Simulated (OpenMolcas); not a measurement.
## Multiconfigurational calculation for Rh³⁺ (part 2 of 2)

Continued. System: Rh³⁺. Method: state-averaged CASSCF, active space 6 electrons in the shell 4d, basis ANO-RCC-VQZP, DKH2 scalar Hamiltonian, spin-orbit coupling by RASSI with atomic mean-field integrals (OpenMolcas).

The program's output (extracts), continued:
```
--- RASSI ---
SPIN-FREE ENERGIES:
  (Shifted by EMIN (a.u.) =      -4778.5517739320)

 SF State       Relative EMIN(au)   Rel lowest level(eV)    D:o, cm**(-1)      L_eff

     1             0.0000000000        0.0000000000              0.0000         2.0
     2             0.0000000000        0.0000000000              0.0000         2.0
     3             0.0000000000        0.0000000000              0.0000         2.0
     4             0.0000000000        0.0000000000              0.0000         2.0
     5             0.0000000000        0.0000000000              0.0000         2.0
     6             0.0881035943        2.3974209336          19336.5039         5.0
     7             0.0881035943        2.3974209336          19336.5039         5.0
     8             0.0881035943        2.3974209336          19336.5039         5.0
     9             0.0881035943        2.3974209336          19336.5039         5.0
    10             0.0881035943        2.3974209336          19336.5039         5.0
    11             0.0881035943        2.3974209336          19336.5039         5.0
    12             0.0881035943        2.3974209336          19336.5039         5.0
    13             0.0881035943        2.3974209336          19336.5039         5.0
    14             0.0881035943        2.3974209336          19336.5039         5.0
    15             0.0881035943        2.3974209336          19336.5039         5.0
    16             0.0881035943        2.3974209336          19336.5039         5.0
    17             0.0991701743        2.6985579165          21765.3374         1.0
    18             0.0991701743        2.6985579165          21765.3374         1.0
    19             0.0991701743        2.6985579165          21765.3374         1.0
    20             0.1012463862        2.7550545203          22221.0133         3.0
    21             0.1012463862        2.7550545203          22221.0133         3.0
    22             0.1012463862        2.7550545203          22221.0133         3.0
    23             0.1012463862        2.7550545203          22221.0133         3.0
    24             0.1012463862        2.7550545203          22221.0133         3.0
    25             0.1012463862        2.7550545203          22221.0133         3.0
    26             0.1012463862        2.7550545203          22221.0133         3.0
    27             0.1098792432        2.9899665262          24115.7064         4.0
    28             0.1098792432        2.9899665262          24115.7064         4.0
    29             0.1098792432        2.9899665262          24115.7064         4.0
    30             0.1098792432        2.9899665262          24115.7064         4.0
    31             0.1098792432        2.9899665262          24115.7064         4.0
    32             0.1098792432        2.9899665262          24115.7064         4.0
    33             0.1098792432        2.9899665262          24115.7064         4.0
    34             0.1098792432        2.9899665262          24115.7064         4.0
    35             0.1098792432        2.9899665262          24115.7064         4.0
    51             0.1320196491        3.5924376636          28974.9638         6.0
    52             0.1320196491        3.5924376636          28974.9638         6.0
    53             0.1320196491        3.5924376636          28974.9638         6.0
    54             0.1320196491        3.5924376636          28974.9638         6.0
    55             0.1320196491        3.5924376636          28974.9638         6.0
Eigenvalues of complex Hamiltonian:
   -----------------------------------
  (Shifted by EMIN (a.u.) =      -4778.5517739320)

 SO State       Relative EMIN(au)   Rel lowest level(eV)    D:o, cm**(-1)     J-value

     1            -0.0078234711        0.0000000000              0.0000         2.0
     2            -0.0078234711        0.0000000000              0.0000         2.0
     3            -0.0078234711        0.0000000000              0.0000         3.3
     4            -0.0078234711        0.0000000000              0.0000         3.0
     5            -0.0078234711        0.0000000000              0.0000         3.6
     6            -0.0078234711        0.0000000000              0.0000         3.8
     7            -0.0078234711        0.0000000000              0.0000         4.0
     8            -0.0078234711        0.0000000000              0.0000         3.3
     9            -0.0078234711        0.0000000000              0.0000         3.2
    10            -0.0008083571        0.1908909759           1539.6396         2.4
    11            -0.0008083571        0.1908909759           1539.6396         2.8
    12            -0.0008083571        0.1908909759           1539.6396         1.4
    13            -0.0008083571        0.1908909759           1539.6396         2.4
    14            -0.0008083571        0.1908909759           1539.6396         1.4
    15            -0.0008083571        0.1908909759           1539.6396         2.8
    16            -0.0008083571        0.1908909759           1539.6396         2.9
    17             0.0033741030        0.3047015148           2457.5835         2.0
    18             0.0033741030        0.3047015148           2457.5835         1.8
    19             0.0033741030        0.3047015148           2457.5835         1.8
    20             0.0033741030        0.3047015148           2457.5835         1.0
    21             0.0033741030        0.3047015148           2457.5835         1.0
    22             0.0060881553        0.3785546396           3053.2491         1.0
    23             0.0060881553        0.3785546396           3053.2491         0.6
    24             0.0060881553        0.3785546396           3053.2491         0.6
    25             0.0073898483        0.4139755101           3338.9377         0.0
    26             0.0836680668        2.4896115762          20080.0716         4.8
    27             0.0836680668        2.4896115762          20080.0716         5.0
    28             0.0836680668        2.4896115762          20080.0716         5.0
    29             0.0836680668        2.4896115762          20080.0716         5.3
    30             0.0836680668        2.4896115762          20080.0716         4.5
    31             0.0836680668        2.4896115762          20080.0716         5.5
    32             0.0836680668        2.4896115762          20080.0716         3.3
    33             0.0836680668        2.4896115762          20080.0716         4.9
    34             0.0836680668        2.4896115762          20080.0716         5.3
    35             0.0836680668        2.4896115762          20080.0716         5.0
    36             0.0836680668        2.4896115762          20080.0716         4.0
    37             0.0836680668        2.4896115762          20080.0716         5.0
    38             0.0836680668        2.4896115762          20080.0716         4.6
    39             0.0852694472        2.5331873565          20431.5339         3.2
    40             0.0852694472        2.5331873565          20431.5339         2.7
    41             0.0852694472        2.5331873566          20431.5339         3.7
Weights of the five most important spin-orbit-free states for each spin-orbit state.

 SO State  Total energy (au)           Spin-free states, spin, and weights
 -------------------------------------------------------------------------------------------------------
    1        -0.007823       5 2.0  0.4579    4 2.0  0.4301    2 2.0  0.0538    1 2.0  0.0387    3 2.0  0.0060
    2        -0.007823       5 2.0  0.4659    4 2.0  0.4234    2 2.0  0.0541    1 2.0  0.0366    3 2.0  0.0064
    3        -0.007823       2 2.0  0.2779    5 2.0  0.2547    1 2.0  0.1752    3 2.0  0.1463    4 2.0  0.1324
    4        -0.007823       2 2.0  0.2950    4 2.0  0.2611    1 2.0  0.1928    5 2.0  0.1427    3 2.0  0.0949
    5        -0.007823       3 2.0  0.3140    2 2.0  0.2694    1 2.0  0.1990    4 2.0  0.1299    5 2.0  0.0742
    6        -0.007823       3 2.0  0.3704    1 2.0  0.2757    5 2.0  0.1621    2 2.0  0.1354    4 2.0  0.0428
    7        -0.007823       3 2.0  0.4957    2 2.0  0.2161    1 2.0  0.1988    5 2.0  0.0606    4 2.0  0.0153
    8        -0.007823       1 2.0  0.3543    2 2.0  0.2404    4 2.0  0.1696    3 2.0  0.1647    5 2.0  0.0575
    9        -0.007823       1 2.0  0.3045    2 2.0  0.2336    3 2.0  0.1773    4 2.0  0.1710    5 2.0  0.1000
   10        -0.000808       3 2.0  0.4799    5 2.0  0.3710    1 2.0  0.0672    4 2.0  0.0452    2 2.0  0.0299
   11        -0.000808       2 2.0  0.3009    3 2.0  0.2052    1 2.0  0.1808    4 2.0  0.1560    5 2.0  0.1503
   12        -0.000808       5 2.0  0.2989    4 2.0  0.2543    2 2.0  0.2222    1 2.0  0.2160    3 2.0  0.0019
```

Spin-orbit levels, grouped by J and assigned (the lowest 15):

| Configuration | Level | E (cm⁻¹) | LS purity (%) | Landé g |
| --- | --- | --- | --- | --- |
| 4d⁶ | ⁵D₄ | 0 | 99 | 1.498 |
| 4d⁶ | ⁵D₃ | 1,540 | 99 | 1.499 |
| 4d⁶ | ⁵D₂ | 2,458 | 99 | 1.499 |
| 4d⁶ | ⁵D₁ | 3,053 | 98 | 1.500 |
| 4d⁶ | ⁵D₀ | 3,339 | 98 | – |
| 4d⁶ | ³H₆ | 20,080 | 97 | 1.163 |
| 4d⁶ | ³H₄ | 20,430 | 64 | 0.917 |
| 4d⁶ | ³H₅ | 20,560 | 88 | 1.054 |
| 4d⁶ | ³P₂ | 21,280 | 96 | 1.490 |
| 4d⁶ | ³F₄ | 22,980 | 64 | 1.111 |
| 4d⁶ | ³F₃ | 23,400 | 81 | 1.026 |
| 4d⁶ | ³F₂ | 24,130 | 97 | 0.675 |
| 4d⁶ | ³G₅ | 25,630 | 88 | 1.180 |
| 4d⁶ | ³P₁ | 25,690 | 96 | 1.475 |
| 4d⁶ | ³P₀ | 26,600 | 87 | – |

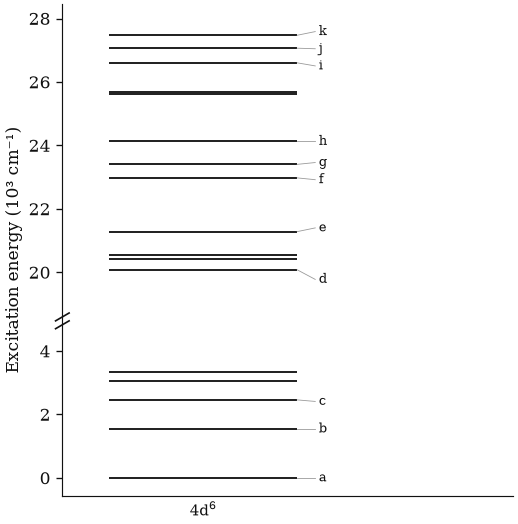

Figure 1. The lowest computed levels of Rh³⁺ (rhodium, Z = 45), 11 of them lettered. a: 4d⁶ ⁵D₄ at 0; b: 4d⁶ ⁵D₃ at 1,540 cm⁻¹; c: 4d⁶ ⁵D₂ at 2,460 cm⁻¹; d: 4d⁶ ³H₆ at 20,100 cm⁻¹; e: 4d⁶ ³P₂ at 21,300 cm⁻¹; f: 4d⁶ ³F₄ at 23,000 cm⁻¹; g: 4d⁶ ³F₃ at 23,400 cm⁻¹; h: 4d⁶ ³F₂ at 24,100 cm⁻¹; i: 4d⁶ ³P₀ at 26,600 cm⁻¹; j: 4d⁶ ³G₄ at 27,100 cm⁻¹; k: 4d⁶ ³G₃ at 27,500 cm⁻¹.

Summary:

| quantity | value |
| --- | --- |
| outcome | converged |
| lowest level | 4d⁶ ⁵D₄ |
| first excited level | 4d⁶ ⁵D₃, 1,540 cm⁻¹ |
| energy of the lowest spin-free term | −4778.55177 hartree |
| energy of the lowest spin-orbit level | −4778.55960 hartree |
| largest spread among components of a term | 0.0 cm⁻¹ |
| wall time | 34 s |

Remarks:

Without dynamic correlation the splittings between terms come out too large, often by 20 to 50 %. To bear in mind: only configurations of the active space are included.
